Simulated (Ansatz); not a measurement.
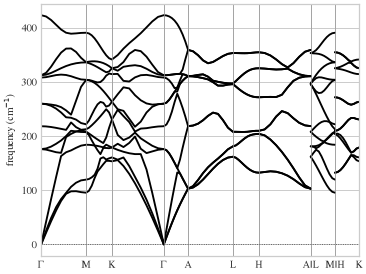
Fig. 1. Phonon dispersion of AlP (NiAs type, space group No. 194), PBE (plane waves, PAW; program Ansatz); imaginary frequencies are drawn negative

**Question.** Is this phase dynamically stable?

**Answer.** Yes, on this path no branch is imaginary.

**Question.** How high does the spectrum reach?

**Answer.** About 420 cm⁻¹ (12.7 THz).

Space group P6_3/mmc (NiAs type). A made-up cell: these elements were put on the sites of a structure type; neither database checked (COD, Materials Project) lists it. It is not the phase usual at ambient conditions (space group No. 216). The PBE relaxation kept the symmetry of its start. As this level gives no gap, phonon frequencies hold no LO–TO term and depend on the k-mesh and smearing (Fermi–Dirac, 0.1 eV here).

Potentials: the later of the program's two PAW sets.
